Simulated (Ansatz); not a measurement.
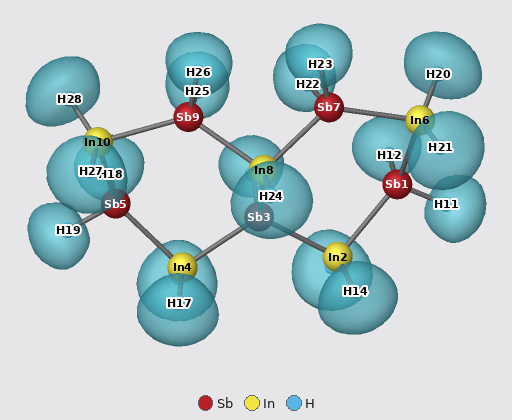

Figure. H₁₈In₅Sb₅. Isosurface of the electron localisation function at 0.85 (cyan), seen at a tilt. Only the valence region is drawn (cores and ρ < 0.01 e/Å³ removed).

Geometry: PBE-D4/def2-SVP; core potentials replace the inner electrons of Sb and In.

Level of theory: RKS PBE0-D4/def2-TZVP in Ansatz 0.2.0.

Input

```
crystal:
  periodic: [false, false, false]
  atoms:
    - {symbol: Sb, position_ang: [1.275168, -4.375339, -0.412726]}
    - {symbol: In, position_ang: [-1.379910, -3.614680, 0.574228]}
    - {symbol: Sb, position_ang: [-1.276340, -0.739758, 0.264952]}
    - {symbol: In, position_ang: [-3.820766, 0.602083, 0.573846]}
    - {symbol: Sb, position_ang: [-3.158754, 3.284792, -0.410674]}
    - {symbol: In, position_ang: [4.006261, -3.531921, 0.090644]}
    - {symbol: Sb, position_ang: [3.160465, -0.726507, 0.005972]}
    - {symbol: In, position_ang: [0.976874, 0.563712, 1.367227]}
    - {symbol: Sb, position_ang: [0.945326, 3.099789, 0.006043]}
    - {symbol: In, position_ang: [-1.065314, 5.231673, 0.090089]}
    - {symbol: H, position_ang: [1.344315, -6.091075, -0.279509]}
    - {symbol: H, position_ang: [1.168148, -4.383913, -2.129007]}
    - {symbol: H, position_ang: [-2.475982, -4.226483, -0.629752]}
    - {symbol: H, position_ang: [-1.306924, -3.954344, 2.278317]}
    - {symbol: H, position_ang: [-0.897674, -0.520965, -1.402762]}
    - {symbol: H, position_ang: [-4.898412, -0.043884, -0.628745]}
    - {symbol: H, position_ang: [-4.076385, 0.833971, 2.278769]}
    - {symbol: H, position_ang: [-3.229456, 3.202748, -2.126784]}
    - {symbol: H, position_ang: [-4.609452, 4.201526, -0.265390]}
    - {symbol: H, position_ang: [4.976891, -3.808850, -1.323241]}
    - {symbol: H, position_ang: [4.343421, -3.834903, 1.766831]}
    - {symbol: H, position_ang: [2.724013, -0.430110, -1.630617]}
    - {symbol: H, position_ang: [4.487224, 0.371427, -0.002011]}
    - {symbol: H, position_ang: [1.199441, 0.692273, 3.085871]}
    - {symbol: H, position_ang: [0.983621, 2.571612, -1.630154]}
    - {symbol: H, position_ang: [2.558707, 3.701731, -0.002889]}
    - {symbol: H, position_ang: [-1.156306, 5.679711, 1.765271]}
    - {symbol: H, position_ang: [-0.820801, 6.206984, -1.326398]}
basis:
  gaussian: {orbitals: def2-TZVP, fitting: {mean_field: def2-universal-jkfit}, initial_orbitals: start.molden}
hamiltonian: {xc: pbe0, dispersion: d4}
scf: {omitted_lower_state_checks: [starts]}
output: {orbitals: {seedname: orbitals}}
```

Command:

```sh
ansatz run in.yaml --threads 2 --pin off --events-out ev --progress --plain --max-ram 31744MiB --backend cuda --devices 0, --max-vram 18GiB
```

Question: Where are the electrons localised?

Answer: The surface consists of 18 regions around hydrogen nuclei. Along the contacts the grid gives the following. In–Sb (2.83 Å): the ELF peaks at about 0.75 between the atoms. Sb–H (1.72 Å): the ELF climbs to about 1 towards the hydrogen.
